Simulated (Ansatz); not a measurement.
# W (Tungsten, Im-3m): a volume series of phonon spectra, part 2 of 3

Aim: how the vibrations of W (Tungsten) shift with volume, and the expansion that follows.

Ansatz 0.2.0; DFT PBEsol, scalar-relativistic, plane waves, PAW; PAW set soft_1.

So far. Step 2 (Probe on a coarse mesh): The start is under -2.7 GPa at this level and looks like a metal on this mesh. Step 4 (Relaxing to small residual forces and stress): The residual pressure is -2.7e-4 GPa, small enough for phonons.

**5. Lattice dynamics at this volume, V/V0 1**

Phonons at this volume give one point of F(V, T); meshes stay fixed along the series.

Input file input.yaml:

```yaml
crystal:
  lattice:
    - [-1.5771871662, 1.5771871662, 1.5771871662]
    - [1.5771871662, -1.5771871662, 1.5771871662]
    - [1.5771871662, 1.5771871662, -1.5771871662]
  atoms:
    - { symbol: W, position: [0.0, 0.0, 0.0] }
kpoints:
  mp_grid: { grid: [20, 20, 20] }
hamiltonian:
  xc: pbesol
  pseudopotentials: { kind: paw, azcp: { folder: soft_1 }, xc_functional: pbe }
scf:
  occupations: { method: methfessel_paxton, width: 0.2 }
  lower_state_search: "off"
output:
  eigenvalues: true
phonons:
  method: dfpt
  qmesh: [4, 4, 4]
  temperatures: { t_max: 1000, t_step: 50 }
  qpath:
    path:
      - [[0.0, 0.0, 0.0], [0.5, -0.5, 0.5], [0.0, 0.0, 0.5], [0.0, 0.0, 0.0], [0.25, 0.25, 0.25], [0.5, -0.5, 0.5]]
      - [[0.25, 0.25, 0.25], [0.0, 0.0, 0.5]]
    npoints: 10
```

The run is started by

```sh
ansatz run input.yaml --threads 8 --pin off --max-ram 16384MiB --backend cpu --events-out ev --progress --plain --runs-dir out
```

Numbers of over 12 decimals in the logs are rounded to 6 here.

Log:

```text
[...]
Crystal: 1 atoms, lattice volume = 15.693 Å³
Basis set: ecut = 420 eV, 321 PW (Γ), exchange–correlation on 40×40×40 points (8 copies of the dense FFT grid, shifted against one another)
Bands: 11, of which v1, the nominal top of the filled ones, is band 7 counted from 1 (6 counted from 0)
Symmetry: 48 space group operations
k-points: 256 of 8000
[...]
SCF iter   1: F=—  HF=-10257.806216 eV  |F-HF|=—  |Δ(HF+E_count)|=         —  Δρ=6.39e-2  dr2=5.49e-1  ethr=3.10e-3  ⟨swp⟩=5.0  Hψ=14658  notcnv=0
[...]
SCF iter   7: F=-10257.586213 eV  HF=-10257.586213 eV  |F-HF|=3.64e-12  |Δ(HF+E_count)|=  1.00e-10  S|Δr|=    0.00e0  Δρ=8.98e-8  dr2=5.80e-13  ethr=1.00e-12  ⟨swp⟩=5.2  Hψ=10403  notcnv=0
the search or the solves at the SCF's close seem to have found levels that the self-consistency loop had missed (the run counts 1). By its estimate they hold under 1e-12 electrons; where the run keeps them, the occupations were computed again with them
SCF 1 converged in 7 iterations: F = -10257.586213 eV  dr2 = 5.80e-13
[...]
NSCF: frozen V_eff on 256 k-points
[...]
DFPT response loops at q = (0, 0, 0) (fractional): preconditioner auto → Kerker (q_TF=auto, 2.677 Å⁻¹) (partly filled bands, converged f_vac=0.000); β = 1.00, the filter's whole step (`scf.mixing.beta` (0.50) is not read by the response loops under this deck's `scf.mixing.preconditioner`; to damp them name `kerker` or `kerker_dos`, under which they read `scf.mixing.beta`, and type it under 1.00, their step now; both keys bind the ground state too); Broyden in place of MSR1
[...]
SCF converged after 7 iterations
[...]
Free energy (F): -10257.586213 eV
[...]
Internal energy: -10257.587779 eV  (E = F + TS)
E sigma→0 (E₀):  -10257.586604 eV
Entropy (-TS):   0.001566 eV (1.566 meV/atom)
Fermi energy:    22.558439 eV
[...]
--- Band table (eV; the first three rows and the last of 256) ---
  k-point 0: bands = [... 3 lower, -15.1390, 12.7971, 21.2397, 21.2397, 21.2397, 24.7534, 24.7534, 37.0419]
  k-point 1: bands = [... 3 lower, -15.1392, 12.9207, 21.1644, 21.2241, 21.3591, 24.6296, 24.7544, 37.1482]
  k-point 2: bands = [... 3 lower, -15.1397, 13.2803, 20.9530, 21.1582, 21.7141, 24.3469, 24.7623, 37.4274]
  k-point 255: bands = [... 3 lower, -16.0767, 16.5665, 16.5665, 27.7475, 27.7475, 27.7475, 30.8327, 30.8327]
--- Phonons (Γ-DFPT): 1 representative perturbation + reference (Σ response iterations 3) ---
  ASR residual: 1.866e-5 → 0.000e0 eV/Å²; symmetrization residual: 9.853e-13 eV/Å²
  ASR residual per site (eV/Å²): 1.87e-5
  Γ frequencies (cm⁻¹): 0.00 0.00 0.00
--- Phonons (arbitrary-q DFPT): 8 irreducible q on the 4×4×4 mesh ---
  q = [0.0000, 0.0000, 0.0000] (star 1, of the zone-centre solve; hermiticity 2.99e-9, symmetrization 5.28e-8): 0.00 0.00 0.00
  q = [0.0000, 0.0000, 0.2500] (star 12, 2 solved perturbations in 6410 linear systems a pass and spin channel, the states on 4200 of 8000 k-point pairs; hermiticity 6.89e-15, symmetrization 3.82e-14): 100.73 101.91 164.96
[...]
q = [0.2500, 0.2500, 0.2500] (star 2, 1 solved perturbation on 1116 of 8000 k-point pairs; hermiticity 2.96e-14, symmetrization 8.15e-14): 182.56 182.56 182.56
[...]
sum rule: each row above includes the acoustic sum rule's correction from the zone centre's row sums; it moved no ω² by more than (0.17 cm⁻¹)²
  mesh force constants: q→R imaginary residual 0.00e0; ASR residual 1.866e-5 → 0.000e0 eV/Å²; symmetrization residual 2.132e-14 eV/Å²
  interpolated dispersion: 62 rows × 3 modes
  density of states and harmonic sums: on the 28×28×28 q-mesh, interpolated from the force constants of a 4×4×4 supercell (no non-analytic term)
  largest difference from the sums on the solved wave vectors: F 1.13e-2 eV, S 1.53e-5 and C_V 4.03e-6 eV/K
  zero-point energy: 0.030184 eV/cell   skipped modes (ω ≤ 0): 3   left out of the sums: 4.56e-5 of the cell's modes: C_V's classical limit lies that fraction below 3 k_B per atom; for a crystal, a wire or a layer, F and S can be off by more, and a phonons.interpolated_qmesh denser along its periods is the remedy for the sampling
```

Run time: 72 s. Hardware: 8 threads of Arm Neoverse V1, shared host; peak memory 3.3 GiB.

Numbers from this step:

* Γ frequencies: 0, 0, 0 cm⁻¹ (negative: imaginary)
* lowest frequency on the path: 0 cm⁻¹
* zero-point energy: 0.03018 eV/cell
* highest frequency: 225.3 cm⁻¹
* Debye temperature from the second moment: 309 K

No LO-TO term. Phonon branches along the path, in cm⁻¹:

```
    point  branch 1  branch 2  branch 3
        Γ         0         0         0
        H       190       190       190
        N       140       149       225
        Γ         0         0         0
        P       183       183       183
        H       190       190       190
jump to P       183       183       183
        N       140       149       225
```

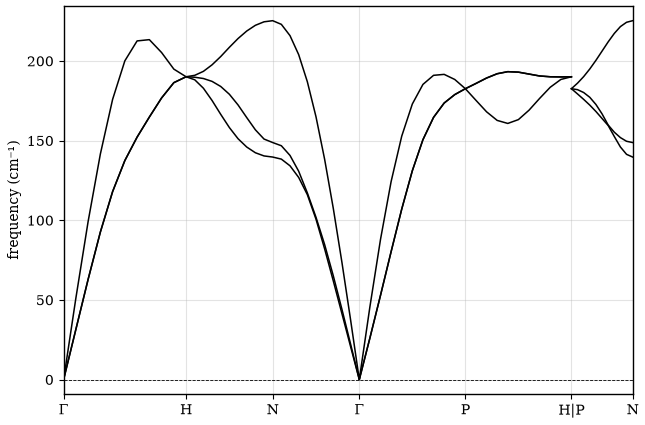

Phonon branches along the path.

The phonon density of states has structure finer than the step of the table below, so its rows give means over 20 cm⁻¹, whole bins alone (the curve runs from 1 to 225 cm⁻¹). Peaks (cm⁻¹: height): 159.0: 0.0421, 211.0: 0.0386.

Tetrahedra on 28 28 28, mean over bins of 2 cm⁻¹. The phonon density of states by wavenumber; means over each step:

| wavenumber (cm⁻¹) | phonon density of states (1/cm⁻¹/cell) |
| --- | --- |
| 20 | 1.9e-4 |
| 40 | 7.7e-4 |
| 60 | 0.00177 |
| 80 | 0.00333 |
| 100 | 0.00592 |
| 120 | 0.0111 |
| 140 | 0.0275 |
| 160 | 0.0376 |
| 180 | 0.0230 |
| 200 | 0.0267 |

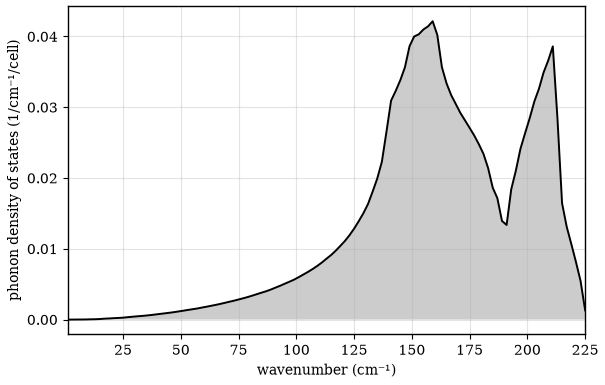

Phonon density of states, plotted against wavenumber.

Harmonic. Thermo, by row:

```
T (K)  F_vib (meV/atom)  S (J/mol-atom/K)  C_V (J/mol-atom/K)
    0             30.18                 0                   0
   50             29.93             2.042               5.902
  100             26.97             9.686                16.1
  150             19.97             17.14               20.35
  200              9.44             23.28                22.2
  250             -3.98             28.35               23.14
  300            -19.81             32.62               23.67
  350            -37.68             36.29                  24
  400            -57.34             39.51               24.21
  450            -78.57             42.37               24.36
  500            -101.2             44.95               24.47
  550            -125.1             47.28               24.55
  600            -150.2             49.42               24.61
  650            -176.3             51.39               24.66
  700            -203.4             53.22                24.7
  750            -231.4             54.93               24.73
  800            -260.3             56.52               24.76
  850              -290             58.03               24.78
  900            -320.5             59.44                24.8
  950            -351.6             60.78               24.81
 1000            -383.4             62.06               24.82
```

The modes, W has structure finer than the step of the table below, so its rows give means over 20 cm⁻¹, whole bins alone (the curve runs from -10 to 242 cm⁻¹). Peaks (cm⁻¹: height): 159.2: 0.0425, 209.9: 0.0364.

Phonopy on the run's constants, 21x21x21 mesh, Gaussian sigma 2.0 cm⁻¹. Table of modes, W by wavenumber; means over each step:

```
wavenumber (cm⁻¹)  modes, W (1/cm⁻¹/cell)
                0                  1.7e-5
               20                  1.6e-4
               40                  8.1e-4
               60                 0.00179
               80                 0.00336
              100                 0.00603
              120                  0.0111
              140                  0.0274
              160                  0.0372
              180                  0.0232
              200                  0.0265
              220                  0.0124
```

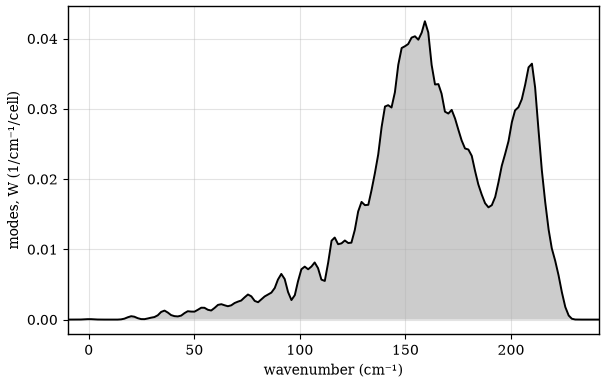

Modes, W, plotted against wavenumber.

No mode is imaginary beyond numerical noise at the solved wavevectors.

**6. A cell at another volume, V/V0 1.015**

Symmetry fixes every atom, so a single point at the scaled cell gives the energy and pressure of this member.

input.yaml, the sections that differ from step 5:

```yaml
crystal:
  lattice:
    - [-1.5850339977, 1.5850339977, 1.5850339977]
    - [1.5850339977, -1.5850339977, 1.5850339977]
    - [1.5850339977, 1.5850339977, -1.5850339977]
  atoms:
    - { symbol: W, position: [0.0, 0.0, 0.0] }
output:
  forces: true
  stress: true
  eigenvalues: true
# kpoints, hamiltonian, scf: as in step 5
# phonons: removed
```

Log:

```text
[...]
Crystal: 1 atoms, lattice volume = 15.929 Å³
Basis set: ecut = 420 eV, 321 PW (Γ), exchange–correlation on 40×40×40 points (8 copies of the dense FFT grid, shifted against one another)
Bands: 11, of which v1, the nominal top of the filled ones, is band 7 counted from 1 (6 counted from 0)
Symmetry: 48 space group operations
[...]
k-points: 256 of 8000
[...]
SCF iter   1: F=—  HF=-10257.808383 eV  |F-HF|=—  |Δ(HF+E_count)|=         —  Δρ=6.41e-2  dr2=5.67e-1  ethr=3.10e-3  ⟨swp⟩=5.0  Hψ=14664  notcnv=0
[...]
SCF iter   6: F=-10257.582710 eV  HF=-10257.582710 eV  |F-HF|=5.82e-11  |Δ(HF+E_count)|=   4.59e-9  S|Δr|=    0.00e0  Δρ=8.03e-7  dr2=8.04e-11  ethr=2.24e-10  ⟨swp⟩=2.0  Hψ=8637  notcnv=0
SCF 1 converged in 6 iterations: F = -10257.582710 eV  dr2 = 8.04e-11
[...]
SCF converged after 6 iterations
[...]
Free energy (F): -10257.582710 eV
[...]
Internal energy: -10257.584332 eV  (E = F + TS)
E sigma→0 (E₀):  -10257.583116 eV
Entropy (-TS):   0.001621 eV (1.621 meV/atom)
Fermi energy:    22.181234 eV
[...]
--- Stress (GPa, compression-positive) ---
       -4.710660       0.000000       0.000000
       -0.000000      -4.710660      -0.000000
        0.000000       0.000000      -4.710660
  P = ⅓ Tr σ = -4.7107 GPa (-47.107 kbar)
--- Band table (eV; the first three rows and the last of 256) ---
  k-point 0: bands = [... 3 lower, -15.5574, 12.5017, 20.8885, 20.8885, 20.8885, 24.3412, 24.3412, 36.6301]
  k-point 1: bands = [... 3 lower, -15.5576, 12.6231, 20.8149, 20.8733, 21.0056, 24.2210, 24.3424, 36.7338]
  k-point 2: bands = [... 3 lower, -15.5580, 12.9764, 20.6083, 20.8090, 21.3535, 23.9457, 24.3505, 37.0050]
  k-point 255: bands = [... 3 lower, -16.4523, 16.3096, 16.3096, 27.2624, 27.2624, 27.2624, 30.3341, 30.3341]
```

Wall time 0.64 s (8 threads); peak memory 0.32 GiB.

Numbers from this step:

```
pressure        : -4.711 GPa
volume per atom : 15.93 Å³/atom
```

The run ends at a pressure of -4.71 GPa.

**7. Phonons, V/V0 1.015**

Phonons at this volume give one point of F(V, T); meshes stay fixed along the series.

input.yaml: that of step 6 with these lines changed.

```diff
@@ -16,4 +16,11 @@
 output:
-  forces: true
-  stress: true
   eigenvalues: true
+phonons:
+  method: dfpt
+  qmesh: [4, 4, 4]
+  temperatures: { t_max: 1000, t_step: 50 }
+  qpath:
+    path:
+      - [[0.0, 0.0, 0.0], [0.5, -0.5, 0.5], [0.0, 0.0, 0.5], [0.0, 0.0, 0.0], [0.25, 0.25, 0.25], [0.5, -0.5, 0.5]]
+      - [[0.25, 0.25, 0.25], [0.0, 0.0, 0.5]]
+    npoints: 10
```

Log:

```text
[...]
Crystal: 1 atoms, lattice volume = 15.929 Å³
Basis set: ecut = 420 eV, 321 PW (Γ), exchange–correlation on 40×40×40 points (8 copies of the dense FFT grid, shifted against one another)
Bands: 11, of which v1, the nominal top of the filled ones, is band 7 counted from 1 (6 counted from 0)
Symmetry: 48 space group operations
k-points: 256 of 8000
[...]
k-point 255: bands = [... 3 lower, -16.4523, 16.3096, 16.3096, 27.2624, 27.2624, 27.2624, 30.3341, 30.3341]
[...]
ASR residual: 7.338e-6 → 0.000e0 eV/Å²; symmetrization residual: 6.061e-13 eV/Å²
  ASR residual per site (eV/Å²): 7.34e-6
  Γ frequencies (cm⁻¹): 0.00 0.00 0.00
--- Phonons (arbitrary-q DFPT): 8 irreducible q on the 4×4×4 mesh ---
[...]
interpolated dispersion: 62 rows × 3 modes
[...]
[key lines of the parts left out:]
SCF converged after 7 iterations
Free energy (F): -10257.582710 eV
Fermi energy:    22.181229 eV
```

The job ended after 73 s (8 threads; peak memory 3.3 GiB; 8.6 min of CPU time).

No mode is imaginary beyond numerical noise at the solved wavevectors.

**8. A cell at another volume, V/V0 0.985**

Symmetry fixes every atom, so a single point at the scaled cell gives the energy and pressure of this member.

input.yaml, the sections that differ from step 7:

```yaml
crystal:
  lattice:
    - [-1.5692614688, 1.5692614688, 1.5692614688]
    - [1.5692614688, -1.5692614688, 1.5692614688]
    - [1.5692614688, 1.5692614688, -1.5692614688]
  atoms:
    - { symbol: W, position: [0.0, 0.0, 0.0] }
output:
  forces: true
  stress: true
  eigenvalues: true
# kpoints, hamiltonian, scf: as in step 7
# phonons: removed
```

Log:

```text
[...]
Crystal: 1 atoms, lattice volume = 15.458 Å³
Basis set: ecut = 420 eV, 321 PW (Γ), exchange–correlation on 40×40×40 points (8 copies of the dense FFT grid, shifted against one another)
Bands: 11, of which v1, the nominal top of the filled ones, is band 7 counted from 1 (6 counted from 0)
Symmetry: 48 space group operations
[...]
k-points: 256 of 8000
[...]
--- Band table (eV; the first three rows and the last of 256) ---
  k-point 0: bands = [... 3 lower, -14.7085, 13.1024, 21.6006, 21.6006, 21.6006, 25.1769, 25.1769, 37.4644]
  k-point 1: bands = [... 3 lower, -14.7087, 13.2284, 21.5234, 21.5846, 21.7224, 25.0494, 25.1778, 37.5735]
  k-point 2: bands = [... 3 lower, -14.7093, 13.5946, 21.3072, 21.5171, 22.0848, 24.7589, 25.1854, 37.8610]
  k-point 255: bands = [... 3 lower, -15.6914, 16.8301, 16.8301, 28.2467, 28.2467, 28.2467, 31.3467, 31.3467]
[key lines of the parts left out:]
SCF converged after 6 iterations
Free energy (F): -10257.582530 eV
Fermi energy:    22.948184 eV
P = ⅓ Tr σ = 5.0835 GPa (50.835 kbar)
```

The job ended after 0.64 s (8 threads; peak memory 0.32 GiB).

The run ends at a pressure of 5.08 GPa.

**9. Lattice dynamics at this volume, V/V0 0.985**

Phonons at this volume give one point of F(V, T); meshes stay fixed along the series.

input.yaml: that of step 8 with these lines changed.

```diff
@@ -16,4 +16,11 @@
 output:
-  forces: true
-  stress: true
   eigenvalues: true
+phonons:
+  method: dfpt
+  qmesh: [4, 4, 4]
+  temperatures: { t_max: 1000, t_step: 50 }
+  qpath:
+    path:
+      - [[0.0, 0.0, 0.0], [0.5, -0.5, 0.5], [0.0, 0.0, 0.5], [0.0, 0.0, 0.0], [0.25, 0.25, 0.25], [0.5, -0.5, 0.5]]
+      - [[0.25, 0.25, 0.25], [0.0, 0.0, 0.5]]
+    npoints: 10
```

Log:

```text
[...]
Crystal: 1 atoms, lattice volume = 15.458 Å³
Basis set: ecut = 420 eV, 321 PW (Γ), exchange–correlation on 40×40×40 points (8 copies of the dense FFT grid, shifted against one another)
Bands: 11, of which v1, the nominal top of the filled ones, is band 7 counted from 1 (6 counted from 0)
Symmetry: 48 space group operations
k-points: 256 of 8000
[...]
k-point 255: bands = [... 3 lower, -15.6914, 16.8301, 16.8301, 28.2467, 28.2467, 28.2467, 31.3467, 31.3467]
[...]
ASR residual: 6.001e-6 → 0.000e0 eV/Å²; symmetrization residual: 3.790e-13 eV/Å²
  ASR residual per site (eV/Å²): 6.00e-6
  Γ frequencies (cm⁻¹): 0.00 0.00 0.00
--- Phonons (arbitrary-q DFPT): 8 irreducible q on the 4×4×4 mesh ---
[...]
interpolated dispersion: 62 rows × 3 modes
[...]
[key lines of the parts left out:]
SCF converged after 7 iterations
Free energy (F): -10257.582530 eV
Fermi energy:    22.948179 eV
```

Elapsed: 72 s, on 8 threads; peak memory 3.2 GiB; 8.5 min of CPU time.

No mode is imaginary beyond numerical noise at the solved wavevectors.

**10. Single point at a scaled cell, V/V0 1.03**

Symmetry fixes every atom, so a single point at the scaled cell gives the energy and pressure of this member.

input.yaml, the sections that differ from step 9:

```yaml
crystal:
  lattice:
    - [-1.5928038964, 1.5928038964, 1.5928038964]
    - [1.5928038964, -1.5928038964, 1.5928038964]
    - [1.5928038964, 1.5928038964, -1.5928038964]
  atoms:
    - { symbol: W, position: [0.0, 0.0, 0.0] }
output:
  forces: true
  stress: true
  eigenvalues: true
# kpoints, hamiltonian, scf: as in step 9
# phonons: removed
```

Log:

```text
[...]
Crystal: 1 atoms, lattice volume = 16.164 Å³
Basis set: ecut = 420 eV, 321 PW (Γ), exchange–correlation on 40×40×40 points (8 copies of the dense FFT grid, shifted against one another)
Bands: 11, of which v1, the nominal top of the filled ones, is band 7 counted from 1 (6 counted from 0)
Symmetry: 48 space group operations
[...]
k-points: 256 of 8000
[...]
--- Band table (eV; the first three rows and the last of 256) ---
  k-point 0: bands = [... 3 lower, -15.9643, 12.2160, 20.5466, 20.5466, 20.5466, 23.9398, 23.9398, 36.2286]
  k-point 1: bands = [... 3 lower, -15.9645, 12.3352, 20.4746, 20.5317, 20.6613, 23.8230, 23.9411, 36.3297]
  k-point 2: bands = [... 3 lower, -15.9649, 12.6824, 20.2726, 20.4689, 21.0024, 23.5549, 23.9494, 36.5931]
  k-point 255: bands = [... 3 lower, -16.8188, 16.0590, 16.0590, 26.7908, 26.7908, 26.7908, 29.8501, 29.8501]
[key lines of the parts left out:]
SCF converged after 6 iterations
Free energy (F): -10257.572547 eV
Fermi energy:    21.815038 eV
P = ⅓ Tr σ = -9.0688 GPa (-90.688 kbar)
```

Run time: 0.64 s. Hardware: 8 threads; peak memory 0.32 GiB.

The run ends at a pressure of -9.07 GPa.

**11. Phonons, V/V0 1.03**

Phonons at this volume give one point of F(V, T); meshes stay fixed along the series.

input.yaml: that of step 10 with these lines changed.

```diff
@@ -16,4 +16,11 @@
 output:
-  forces: true
-  stress: true
   eigenvalues: true
+phonons:
+  method: dfpt
+  qmesh: [4, 4, 4]
+  temperatures: { t_max: 1000, t_step: 50 }
+  qpath:
+    path:
+      - [[0.0, 0.0, 0.0], [0.5, -0.5, 0.5], [0.0, 0.0, 0.5], [0.0, 0.0, 0.0], [0.25, 0.25, 0.25], [0.5, -0.5, 0.5]]
+      - [[0.25, 0.25, 0.25], [0.0, 0.0, 0.5]]
+    npoints: 10
```

Log:

```text
[...]
Crystal: 1 atoms, lattice volume = 16.164 Å³
Basis set: ecut = 420 eV, 321 PW (Γ), exchange–correlation on 40×40×40 points (8 copies of the dense FFT grid, shifted against one another)
Bands: 11, of which v1, the nominal top of the filled ones, is band 7 counted from 1 (6 counted from 0)
Symmetry: 48 space group operations
k-points: 256 of 8000
[...]
k-point 255: bands = [... 3 lower, -16.8188, 16.0590, 16.0590, 26.7908, 26.7908, 26.7908, 29.8501, 29.8501]
[...]
ASR residual: 2.744e-7 → 0.000e0 eV/Å²; symmetrization residual: 3.571e-13 eV/Å²
  ASR residual per site (eV/Å²): 2.74e-7
  Γ frequencies (cm⁻¹): 0.00 0.00 0.00
--- Phonons (arbitrary-q DFPT): 8 irreducible q on the 4×4×4 mesh ---
[...]
interpolated dispersion: 62 rows × 3 modes
[...]
[key lines of the parts left out:]
SCF converged after 7 iterations
Free energy (F): -10257.572547 eV
Fermi energy:    21.815031 eV
```

Run time: 75 s. Hardware: 8 threads; peak memory 3.3 GiB; 8.7 min of CPU time.

No mode is imaginary beyond numerical noise at the solved wavevectors.

(Continued in part 3 of 3.)

[Logs are printed without paths, hosts, clocks, repeated set-up lines and the standing remarks that a program may print on its own settings, such as how far it seeks lower states.]

[Hosts, paths, dates, database ids (printed as entryN), source tags and the programs' standing remarks are cut or masked in the printed files.]

[A step with changed settings may run another functional than the one named; its input shows which.]

[Of the runs on displaced cells, only some may be shown.]
